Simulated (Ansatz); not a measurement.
We consider C11b WSi2, described by RPBE (Ansatz, a quantum-chemistry and plane-wave program, PAW).

Numerical settings: plane-wave cutoff 520 eV, 24×24×24 k mesh, Fermi–Dirac smearing 0.05 eV, no spin polarisation, scalar-relativistic PAW data made under PBE.

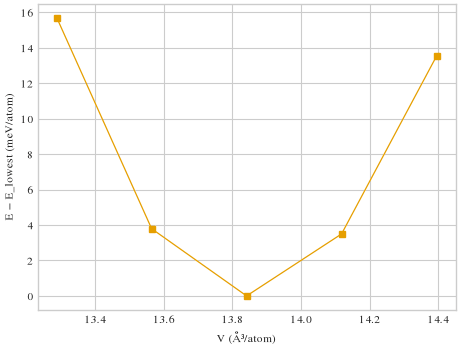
Figure. Total energy against volume

From the curve, estimate the equilibrium volume and the bulk modulus.

V0 ≈ 13.8 Å³/atom and B0 ≈ 210 GPa; the fit gives V0 = 13.842 Å³/atom, B0 = 211 GPa, B′ = 4.4.

Shape and atoms are relaxed at each volume.

Note: the bulk modulus comes from volumes at which shape and atoms were relaxed.

Spin–orbit coupling is not included.

Computed values are for the static lattice.
